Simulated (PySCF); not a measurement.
```xyz
11

O     0.5922   -0.2618    2.3871
C     0.7806   -0.1490    1.2354
O     1.8747    0.4034    0.5729
C     1.3115    0.1835   -0.6681
O     1.7149    0.4609   -1.7372
C     0.0668   -0.4886   -0.0804
C    -1.2713    0.1896   -0.3658
F    -2.2728   -0.4486    0.2696
F    -1.2666    1.4609    0.0856
H    -0.0244   -1.5581   -0.2810
H    -1.5002    0.2105   -1.4440
```

Geometry: GFN2-xTB.

Computed with B3LYP/def2-SVPD, SCF density, gas phase (PySCF).

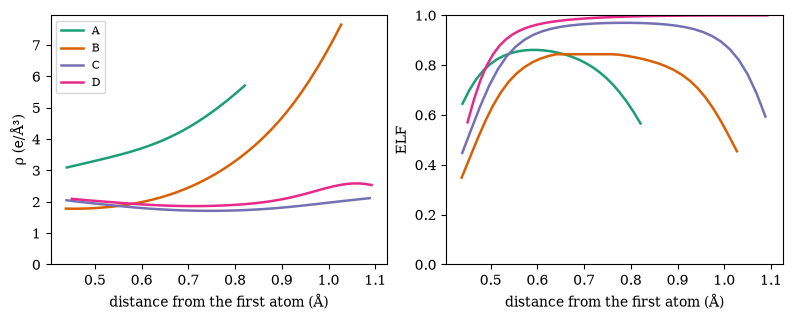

C4H2F2O3. Total electron density and electron localisation function along straight lines between neighbouring atoms. The curves leave out the atomic cores.

Question: Which curve belongs to which contact (C–C, C–F, C–H and C–O)? The first atom named is at distance zero.

Answer: Curve A: C–O (1.17 Å): ρ at the midpoint is about 3.6 e/Å³; the ELF peaks at about 0.85 between the atoms (a multiple bond). Curve B: C–F (1.35 Å): ρ is about 2.3 e/Å³ halfway, with its minimum of 1.8 e/Å³ about 0.5 Å from C; the ELF peaks at about 0.85 between the atoms (a shared but strongly polarised pair). Curve C: C–C (1.53 Å): ρ at the midpoint is about 1.7 e/Å³; the ELF peaks at about 0.95 between the atoms, as expected for a shared electron pair. Curve D: C–H (1.09 Å): ρ at the midpoint is about 2 e/Å³; the ELF climbs to about 1 towards the hydrogen, as it does in any bond to H: a covalent bond by its length.
